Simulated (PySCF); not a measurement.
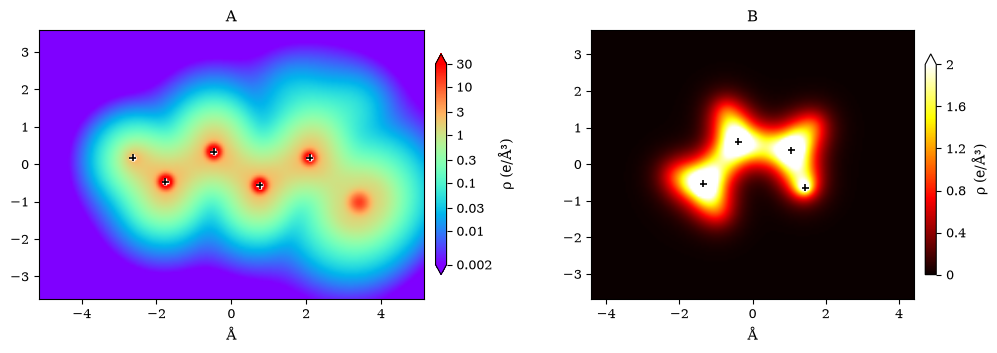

The total electron density of 2 systems, each on a plane through atoms (crosses mark nuclei in the plane).

These are results of CAM-B3LYP/def2-SVPD, SCF density, gas phase in PySCF 2.14.0, not measurements.

System 1: C₃H₅ClO (alpha-epichlorohydrin), the plane of atoms C2, C3 and C4. Geometry: PBE0-D3(BJ)/def2-SVP.

```xyz
10

Cl    2.0702    0.7841    1.0778
C     1.2082   -0.1762   -0.1556
C    -0.1717    0.3695   -0.3749
C    -1.3120   -0.1451    0.3790
O    -1.0851   -0.5295   -0.9609
H     1.1556   -1.2184    0.1874
H     1.8020   -0.1380   -1.0795
H    -0.2124    1.4001   -0.7546
H    -2.1828    0.4998    0.5499
H    -1.1473   -0.9232    1.1358
```

System 2: C₅H₁₁S (charge −1), the plane of atoms C1, C2 and C3. Geometry: GFN2-xTB.

```xyz
17

C     2.3783    0.4168   -0.1028
C     1.0753   -0.0416    0.5437
C    -0.0700   -0.0937   -0.4671
C    -1.3808   -0.6649    0.0799
C    -1.9730    0.2142    1.1791
S    -2.5678   -0.8591   -1.2784
H     2.6674   -0.2684   -0.8978
H     3.1877    0.4607    0.6274
H     2.2548    1.4070   -0.5385
H     1.2158   -1.0348    0.9815
H     0.8219    0.6443    1.3560
H    -0.2676    0.9110   -0.8528
H     0.2300   -0.7129   -1.3172
H    -1.1814   -1.6666    0.4987
H    -2.9450   -0.1800    1.4715
H    -1.3323    0.2544    2.0661
H    -2.1202    1.2255    0.8004
```

Q: Which map belongs to which system?

A: Panel A is system 2, C₅H₁₁S: the plane holds C and H. C–C (1.53 Å): ρ at the midpoint is about 1.7 e/Å³. Panel B is system 1, C₃H₅ClO: the plane holds C and H. C–C (1.46 Å): ρ at the midpoint is about 1.7 e/Å³.
